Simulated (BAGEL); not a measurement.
# UHF/3-21G (density fitting with qzvpp-jkfit) run of CH4ClSi (SMILES C[SiH]Cl)

What is the energy change on altering one bond length of CH4ClSi at UHF/3-21G (density fitting with qzvpp-jkfit)? 

The calculation is run with BAGEL 1.2.2.

3 further runs of the same task are left out: 1 that didn't finish, 2 set aside as unsound or not needed. Runs told in other sessions of the task aren't counted.

### Step 1. Starting point

CH4ClSi has 7 atoms, charge 0, and is taken as a doublet. As SMILES, `C[SiH]Cl`. The coordinates come from a PBE0-D4/def2-TZVP relaxation.

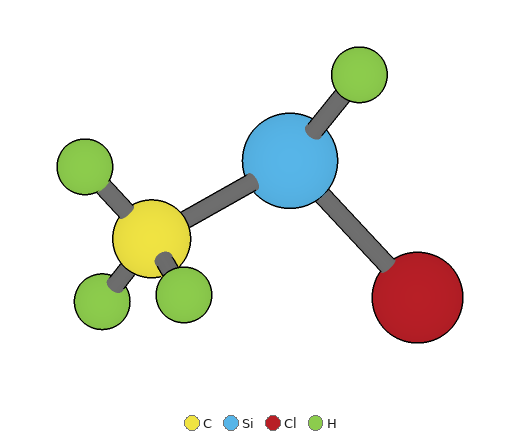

The structure, seen from a chosen angle (carbon yellow, silicon blue, chlorine red, hydrogen green).

### Step 2. The energy at UHF/3-21G (density fitting with qzvpp-jkfit)

The input, input.json:

```json
{ "bagel" : [

{
  "title" : "molecule",
  "basis" : "3-21g",
  "df_basis" : "qzvpp-jkfit",
  "angstrom" : true,
  "geometry" : [
    { "atom" : "C", "xyz" : [   -0.636800,    0.463300,   -0.329000 ] },
    { "atom" : "Si", "xyz" : [    1.003800,   -0.393300,   -0.087600 ] },
    { "atom" : "Cl", "xyz" : [    0.685200,   -2.302900,    0.627600 ] },
    { "atom" : "H", "xyz" : [   -0.475300,    1.484500,   -0.682800 ] },
    { "atom" : "H", "xyz" : [   -1.182000,    0.503000,    0.618400 ] },
    { "atom" : "H", "xyz" : [   -1.249200,   -0.066600,   -1.060300 ] },
    { "atom" : "H", "xyz" : [    1.854400,    0.312100,    0.913700 ] }
  ]
},
{
  "title" : "uhf",
  "nopen" : 1
},
{
  "title" : "print",
  "file" : "orbitals.molden",
  "orbitals" : true
}

]}
```

The run is started by

```bash
$ BAGEL_NUM_THREADS=1 BAGEL input.json > input.out
```

Standard output:

```text
* using 1 threads per process

  ===============================================================
  ===============================================================

  *** Geometry ***

  { "atom" : "C", "xyz" : [     -1.203378,      0.875510,     -0.621720 ] },
  { "atom" : "Si", "xyz" : [      1.896907,     -0.743229,     -0.165540 ] },
  { "atom" : "Cl", "xyz" : [      1.294840,     -4.351850,      1.185992 ] },
  { "atom" : "H", "xyz" : [     -0.898187,      2.805298,     -1.290305 ] },
  { "atom" : "H", "xyz" : [     -2.233656,      0.950532,      1.168607 ] },
  { "atom" : "H", "xyz" : [     -2.360646,     -0.125856,     -2.003677 ] },
  { "atom" : "H", "xyz" : [      3.504308,      0.589784,      1.726643 ] },

  Number of auxiliary basis functions:      403

  Since a DF basis is specified, we compute 2- and 3-index integrals:
    o Being stored without compression. Storage requirement is 0.006 GB

  Number of basis functions:       43
  Number of electrons      :       41

    * METHOD: MOLECULE                             0.10

  *** Open-shell HF ***

  === Nuclear Repulsion ===
   137.4512773029

      * DIIS with orbital gradients will be used.

  === UHF iteration (3-21g) ===
      0       -784.62388143          0.03092169           0.04
      1       -784.67913758          0.01018917           0.04
      2       -784.68557268          0.00425620           0.04
      3       -784.68663483          0.00088412           0.04
      4       -784.68685693          0.00024530           0.04
      5       -784.68689528          0.00010429           0.04
      6       -784.68690884          0.00002480           0.04
      7       -784.68691178          0.00001078           0.04
      8       -784.68691273          0.00000396           0.04
      9       -784.68691285          0.00000146           0.04
     10       -784.68691286          0.00000057           0.04
     11       -784.68691286          0.00000025           0.04
     12       -784.68691286          0.00000012           0.04
     13       -784.68691286          0.00000004           0.04
     14       -784.68691286          0.00000002           0.04
     15       -784.68691286          0.00000001           0.04
     16       -784.68691286          0.00000001           0.04
    * SCF iteration converged.

    * S^2 (UHF) is 0.7521

    * Permanent dipole moment:
           (    0.091986,    -1.180423,     0.508964) a.u.

    * METHOD: UHF                                  0.70

    * METHOD: PRINT                                0.00

  ===============================================================
```

Run time: 0.93 s. Hardware: 1 thread of Arm Neoverse V2, shared host.

### Step 3. The distorted shape, same level

The input, input.json:

```json
{ "bagel" : [

{
  "title" : "molecule",
  "basis" : "3-21g",
  "df_basis" : "qzvpp-jkfit",
  "angstrom" : true,
  "geometry" : [
    { "atom" : "C", "xyz" : [      -0.555002,       0.457344,      -0.471142 ] },
    { "atom" : "Si", "xyz" : [       1.085598,      -0.399256,      -0.229742 ] },
    { "atom" : "Cl", "xyz" : [       0.766998,      -2.308856,       0.485458 ] },
    { "atom" : "H", "xyz" : [      -0.393502,       1.478544,      -0.824942 ] },
    { "atom" : "H", "xyz" : [      -1.182000,       0.503000,       0.618400 ] },
    { "atom" : "H", "xyz" : [      -1.167402,      -0.072556,      -1.202442 ] },
    { "atom" : "H", "xyz" : [       1.936198,       0.306144,       0.771558 ] }
  ]
},

{
  "title" : "uhf",
  "nopen" : 1
},

{
  "title" : "print",
  "file" : "orbitals.molden",
  "orbitals" : true
}

]}
```

The run is started by

```bash
$ BAGEL_NUM_THREADS=1 BAGEL input.json > input.out
```

Standard output:

```text
* using 1 threads per process

  ===============================================================
  ===============================================================

  *** Geometry ***

  { "atom" : "C", "xyz" : [     -1.048802,      0.864255,     -0.890329 ] },
  { "atom" : "Si", "xyz" : [      2.051483,     -0.754484,     -0.434149 ] },
  { "atom" : "Cl", "xyz" : [      1.449416,     -4.363106,      0.917383 ] },
  { "atom" : "H", "xyz" : [     -0.743611,      2.794043,     -1.558914 ] },
  { "atom" : "H", "xyz" : [     -2.233656,      0.950532,      1.168607 ] },
  { "atom" : "H", "xyz" : [     -2.206070,     -0.137111,     -2.272286 ] },
  { "atom" : "H", "xyz" : [      3.658884,      0.578528,      1.458033 ] },

  Number of auxiliary basis functions:      403

  Since a DF basis is specified, we compute 2- and 3-index integrals:
    o Being stored without compression. Storage requirement is 0.006 GB

  Number of basis functions:       43
  Number of electrons      :       41

    * METHOD: MOLECULE                             0.09

  *** Open-shell HF ***

  === Nuclear Repulsion ===
   136.8473575670

      * DIIS with orbital gradients will be used.

  === UHF iteration (3-21g) ===
      0       -784.61212279          0.02947616           0.04
      1       -784.66522052          0.00970844           0.04
      2       -784.67145053          0.00417873           0.04
      3       -784.67248557          0.00089780           0.04
      4       -784.67271070          0.00025417           0.04
      5       -784.67274821          0.00011172           0.04
      6       -784.67276352          0.00002554           0.04
      7       -784.67276655          0.00001079           0.04
      8       -784.67276754          0.00000455           0.04
      9       -784.67276773          0.00000164           0.04
     10       -784.67276774          0.00000068           0.04
     11       -784.67276775          0.00000038           0.04
     12       -784.67276775          0.00000023           0.04
     13       -784.67276775          0.00000011           0.04
     14       -784.67276775          0.00000006           0.04
     15       -784.67276775          0.00000003           0.04
     16       -784.67276775          0.00000001           0.04
     17       -784.67276775          0.00000001           0.04
    * SCF iteration converged.

    * S^2 (UHF) is 0.7526

    * Permanent dipole moment:
           (    0.068765,    -1.174483,     0.529834) a.u.

    * METHOD: UHF                                  0.73

    * METHOD: PRINT                                0.00

  ===============================================================
```

Run time: 0.97 s. Hardware: 1 thread of Arm Neoverse V2, shared host.

### Step 4. Outcome

Level: UHF/3-21G (density fitting with qzvpp-jkfit).

| quantity | value |
| --- | --- |
| first shape: total energy | -784.68691 Eh |
| first shape: dipole moment | 3.28 D |
| first shape: ⟨S²⟩ | 0.752 |
| distorted shape: total energy | -784.67277 Eh |
| distorted shape: dipole moment | 3.28 D |
| distorted shape: ⟨S²⟩ | 0.753 |
| energy change with the C1–H5 bond stretched from 1.094 to 1.258 Å | 0.385 eV |

What this shows: With the C1–H5 bond stretched from 1.094 to 1.258 Å the energy rises by 0.38 eV (8.9 kcal/mol). The first shape isn't relaxed at this level, so the change isn't measured from a minimum.
